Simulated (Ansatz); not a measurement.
BH$_{3}$O$_{2}$F$_{2}$: several calculations on one system

## 1. Relaxation

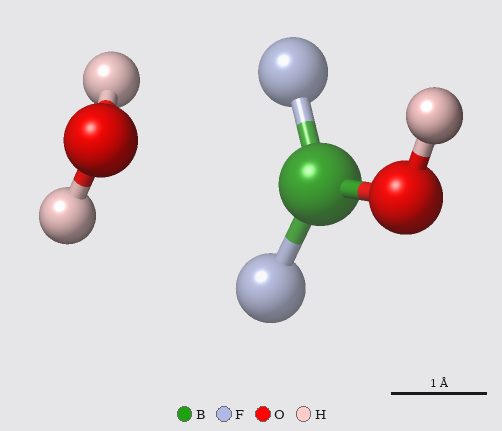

BH3O2F2, before the relaxation. A ball-and-stick model, seen from a free direction.

The run prepares an end point of a later path (reaction) calculation, from a guessed geometry.

Level of theory: RKS PBE/def2-SVP in Ansatz 0.2.0.

The input:
```yaml
crystal:
  periodic: [false, false, false]
  atoms:
    - { symbol: B, position_ang: [-0.023952, -0.34593, 0.027165] }
    - { symbol: F, position_ang: [-0.221201, -0.685438, 1.307031] }
    - { symbol: F, position_ang: [1.233873, -0.097356, -0.35622] }
    - { symbol: O, position_ang: [-1.004158, -0.398557, -0.904404] }
    - { symbol: H, position_ang: [-1.874317, -0.576697, -0.50718] }
    - { symbol: O, position_ang: [-0.114097, 2.026209, 1.100379] }
    - { symbol: H, position_ang: [0.811472, 2.164616, 0.820854] }
    - { symbol: H, position_ang: [-0.016019, 1.363052, 1.829274] }
basis:
  gaussian: { orbitals: def2-SVP }
hamiltonian:
  xc: pbe
relax:
  f_tol: 0.03
  max_steps: 50
```

Launched with:
```bash
ansatz run input.yaml --threads 2 --pin off --max-ram 3072MiB --backend cpu --events-out ev --progress --plain --runs-dir out
```

Predict the outcome.

Over 8 geometry steps the energy falls by 0.087 eV. The largest force component goes from 0.52 to 0.015 eV/Å. The atom that moves furthest after the best rigid fit is O6 (0.39 Å). By element the largest moves are O 0.39 Å, H 0.34 Å, B 0.18 Å, F 0.18 Å. Some distances before and after: B1–O6 2.605 → 2.053 Å, B1–F2 1.339 → 1.363 Å, B1–O4 1.353 → 1.368 Å, O6–H8 0.990 → 0.978 Å.

Step by step:

```
step  E − E(0), eV  largest force component, eV/Å
   0        0.0000                         0.5156
   1       -0.0204                         0.9791
   2       -0.0501                         0.9100
   3       -0.0701                         0.5779
   4       -0.0802                         0.3102
   5       -0.0841                         0.2169
   6       -0.0854                         0.1238
   7       -0.0858                         0.0696
   8       -0.0866                         0.0148
```

Final geometry:

```xyz
8

B    -0.0174   -0.2076    0.1421
F    -0.2426   -0.8605    1.3168
F     1.2797   -0.0425   -0.2201
O    -0.9583   -0.1906   -0.8514
H    -1.8313   -0.4430   -0.5058
O    -0.1723    1.6615    0.9783
H     0.6155    2.0688    0.5663
H     0.1185    1.4639    1.8908
```

The end point in the same view:

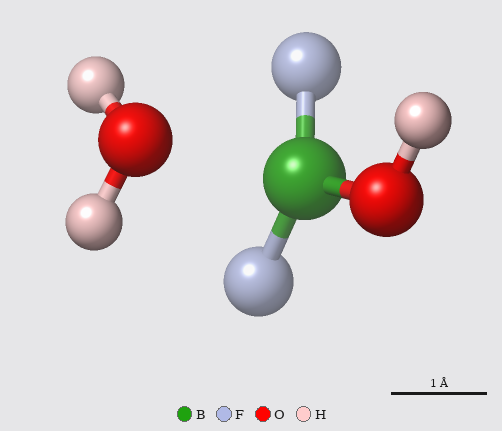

## 2. Relaxation

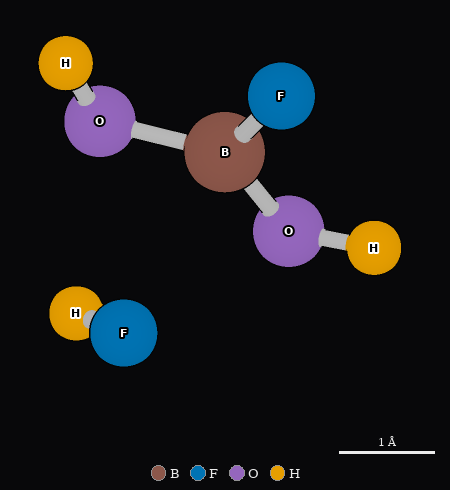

Starting structure of BH3O2F2. Style: ball-and-stick. Shown at a tilt.

The run prepares an end point of a later path (reaction) calculation, from a guessed geometry.

All numbers below come from Ansatz, RKS PBE/def2-SVP.

The input:
```yaml
crystal:
  periodic: [false, false, false]
  atoms:
    - { symbol: B, position_ang: [-0.087569, 0.502362, -0.17492] }
    - { symbol: F, position_ang: [-0.04008, -0.325907, 2.210926] }
    - { symbol: F, position_ang: [1.007273, -0.158593, -0.600155] }
    - { symbol: O, position_ang: [-1.345449, 0.033658, -0.39594] }
    - { symbol: H, position_ang: [-1.323896, -0.854888, -0.790537] }
    - { symbol: O, position_ang: [0.041736, 1.758681, 0.409838] }
    - { symbol: H, position_ang: [0.985432, 1.982213, 0.496585] }
    - { symbol: H, position_ang: [-0.445846, 0.512374, 2.161103] }
basis:
  gaussian: { orbitals: def2-SVP }
hamiltonian:
  xc: pbe
relax:
  f_tol: 0.03
  max_steps: 50
output:
  orbitals: {}
```

Launched with:
```bash
ansatz run input.yaml --threads 2 --pin off --max-ram 3072MiB --backend cpu --events-out ev --progress --plain --runs-dir out
```

Q: What does the optimiser find from here?

A: F2 moves most after the best rigid fit: 0.30 Å. By element the largest moves are F 0.30 Å, H 0.28 Å, O 0.22 Å, B 0.06 Å. Among the contacts that change: F2–H8 0.933 → 0.949 Å, B1–O6 1.392 → 1.384 Å, B1–O4 1.360 → 1.354 Å. Over 7 geometry steps the energy falls by 0.080 eV. Largest force component: 0.61 eV/Å at the start, 0.01 eV/Å at the end. The run took 4.1 s on 2 threads of AMD EPYC 9R45 96-Core Processor (Zen 5), on a shared host, peak memory 0.14 GiB.

The structure at the end:

```xyz
8

B    -0.1170    0.4640   -0.2133
F    -0.0915   -0.1918    2.4693
F     0.9918   -0.1112   -0.7221
O    -1.3604   -0.0102   -0.4642
H    -1.3370   -0.8492   -0.9563
O     0.0017    1.6068    0.5587
H     0.9311    1.8977    0.6034
H    -0.2272    0.6438    2.0413
```

The end point in the same view:

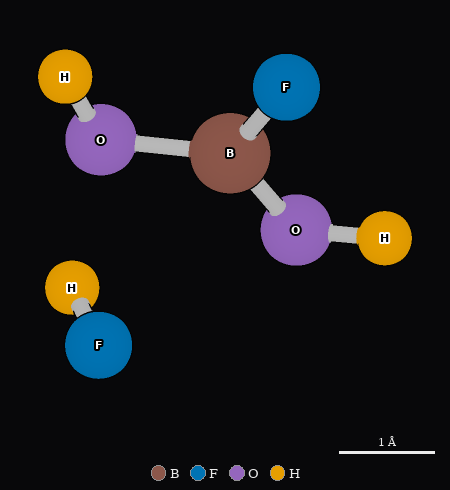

Limits of the set-up: the start holds two separate molecules, 2.2 Å apart at their closest, whose relative position is a soft coordinate and is computed without a dispersion correction.

## 3. Path

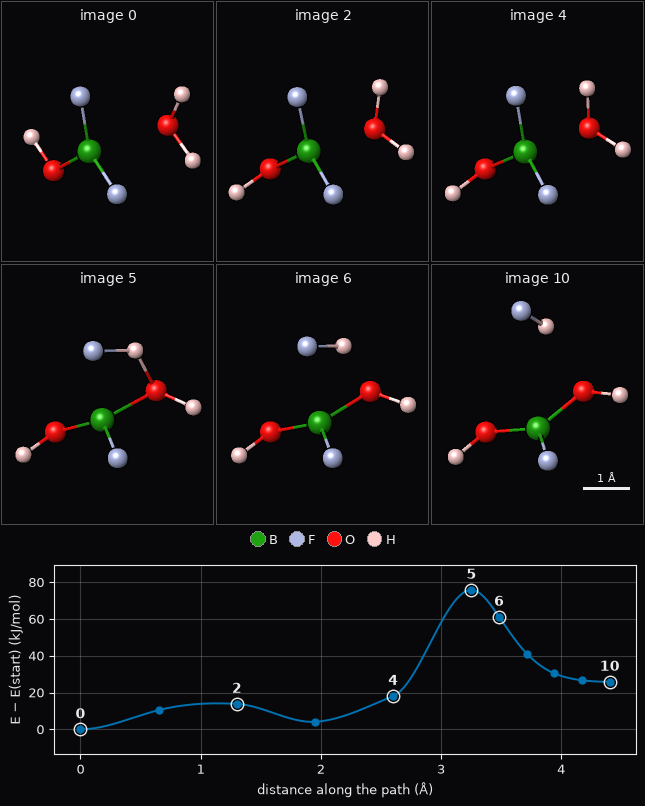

NEB run on BH3O2F2. Images are numbered from 0 (start) to 10 (end). Style: ball-and-stick. Shown from a free direction.

The calculation used RKS PBE/def2-SVP in Ansatz. Settings: 9 movable images; climbing image; force threshold 0.05 eV/Å; iteration limit 60; starting path through a guess of the saddle point.

**Read off the barrier and say what moves.**

The highest point, image 5, lies 75.9 kJ/mol above the start and 50.0 kJ/mol above the end; the end is at +25.9 kJ/mol relative to the start. The profile has 2 maxima (images 2, 5) with a dip at image 3 (+4.1 kJ/mol), so the process runs in steps. The path has more than one stage, and so few images may leave a stage unresolved. Breaking: B–F (1.36 → 2.76 Å), H–O (0.98 → 1.78 Å). Forming: B–O (2.05 → 1.38 Å), F–H (2.42 → 0.95 Å). The band converged in 25 iterations. The largest component of the band force went from 44 to 0.041 eV/Å. The climbing image converged on the top of the path. Its vibrational analysis gives one imaginary mode (778i cm⁻¹), as a transition state must have.

The run took 91 s on 2 threads of AMD EPYC 9R45 96-Core Processor (Zen 5), on a shared host, peak memory 0.13 GiB.
